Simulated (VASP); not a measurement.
Band structure of Ni3Sn (sg194). Calculation: LDA (Ceperley-Alder, Perdew-Zunger), VASP's LDA PAW potentials (set 64) (plane waves; VASP).

Unless said otherwise, spin-orbit coupling is left out, though it shifts the bands of the heavy elements here.

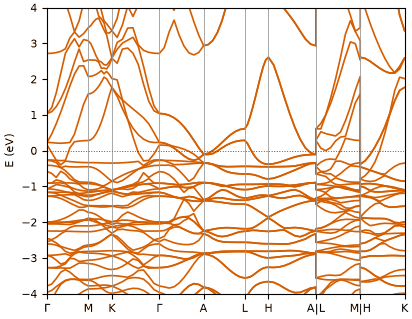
Bands along high-symmetry lines, zero at the valence-band maximum or, without a gap, the Fermi level

Q: Read the plot: is there a gap, and where are the band edges?

A: It has no gap at this level: it comes out as a metal or semimetal. (Edges off the drawn lines would not show.)

The compound is Ni3Sn in the sg194 structure. It was relaxed first, which changed the volume by -7 %. The run is not spin-polarised, so no magnetic state was tried.
